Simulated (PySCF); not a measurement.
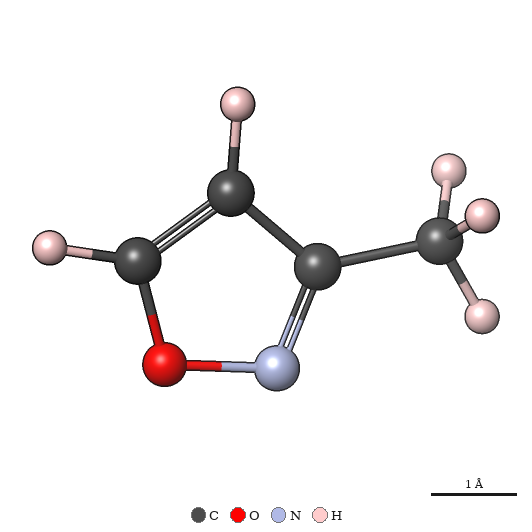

Rendered structure (ball-and-stick style).

The geometry was computed by an optimisation with PBE0-D3(BJ)/def2-SVP. No frequency run is at hand to confirm it as a minimum.

Give the formula.

Answer. C4H5NO, 11 atoms: 4 carbon, 5 hydrogen, 1 nitrogen and 1 oxygen.

Give a SMILES string for it.

Answer. Cc1ccon1

Count the bonded pairs by element.

Answer. 5 C–H, 3 C–C, 1 C–O, 1 N–O, 1 C–N.

The parts below concern this one geometry. Atoms keep their numbers from picture to picture.

### Geometry

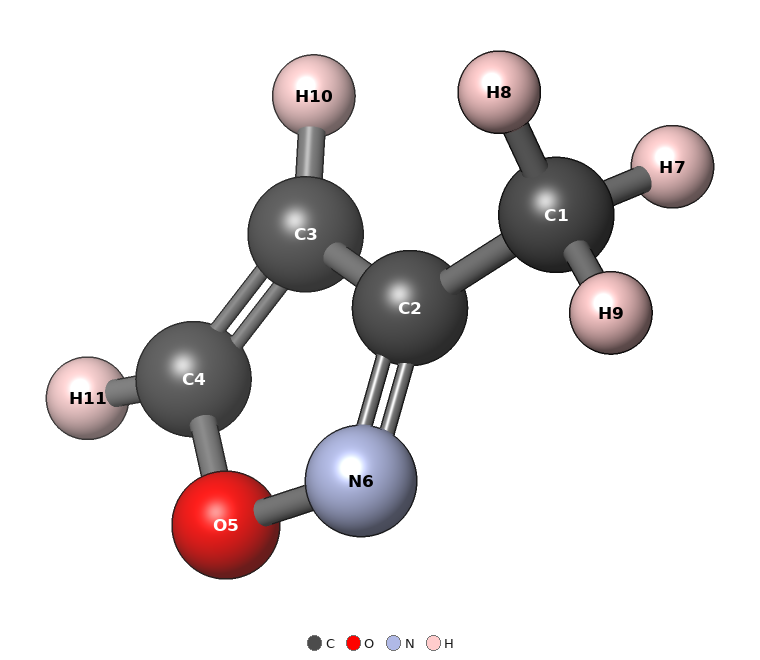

Numbered structure. No frequency run is at hand to confirm it as a minimum.

List the bonds and their lengths.

```
  bond  length (Å)     order
 C1–C2       1.488    single
 C1–H7       1.100    single
 C1–H8       1.101    single
 C1–H9       1.098    single
 C2–C3       1.429  aromatic
 C2–N6       1.311  aromatic
 C3–C4       1.359  aromatic
C3–H10       1.087    single
 C4–O5       1.332  aromatic
C4–H11       1.088    single
 O5–N6       1.363  aromatic
```

### NMR shielding

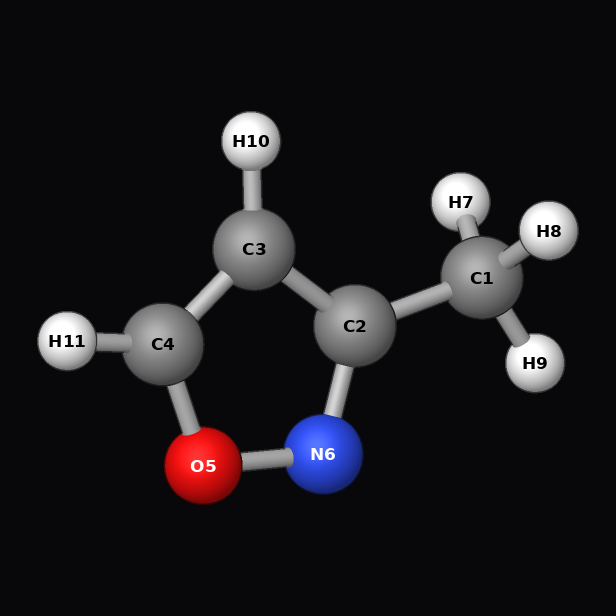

No frequency run is at hand to confirm it as a minimum. Level of theory: GIAO PBE0/pcSseg-1 NMR shielding, non-relativistic, gas phase (PySCF 2.14.0). Principal shieldings σ11 ≤ σ22 ≤ σ33, span Ω = σ33 − σ11, skew κ = 3(σiso − σ22)/Ω.

Give the shielding tensors of the N atoms.

| atom | σ11 | σ22 | σ33 | σiso | Ω | κ |
| --- | --- | --- | --- | --- | --- | --- |
| N6 | −355.6 | −135.1 | 53.8 | −145.6 | 409.4 | −0.08 |

Shieldings and span in ppm.

### Spin–spin coupling

No frequency run is at hand to confirm it as a minimum. Properties computed with B3LYP/pcJ-1 indirect spin-spin coupling, non-relativistic, gas phase (PySCF 2.14.0). Isotopes: 13C, 1H, 15N, 17O.

Give the spin–spin coupling constants of these pairs, with the number of bonds between them: C2/N6, O5/N6, C4/N6, N6/H10, N6/H7.

```tsv
pair	bonds apart	J (Hz)
C2, N6	1	4.3
O5, N6	1	−44.3
C4, N6	2	2.0
N6, H10	3	−1.0
N6, H7	3	−3.4
```

### Excitation

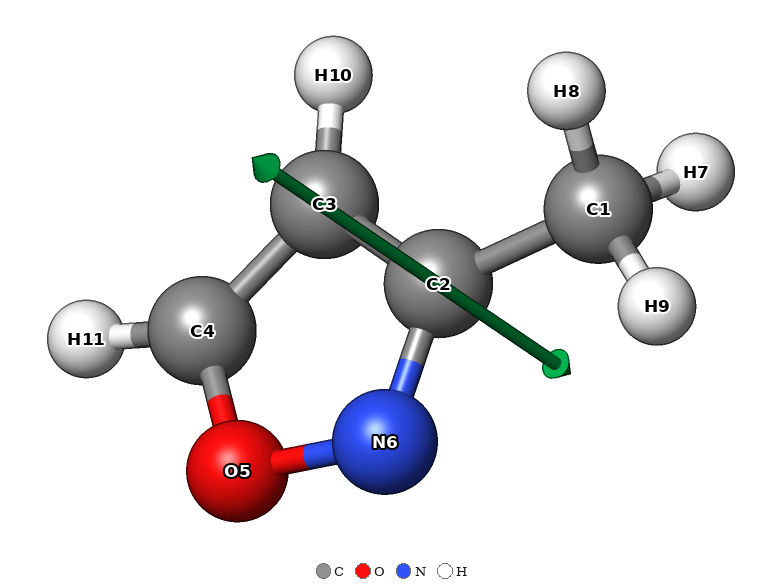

The double arrow shows the direction of the transition dipole to excited singlet state 4 (its length means nothing). No frequency run is at hand to confirm it as a minimum. Properties computed with TDDFT CAM-B3LYP/def2-SVPD, vertical, gas phase, core orbitals frozen in the response (PySCF 2.14.0).

Give its energy, strength and character.

Answer. 7.51 eV (165 nm), oscillator strength 0.027, mainly HOMO → LUMO+1 (weight 0.77); transition dipole 0.97 D.
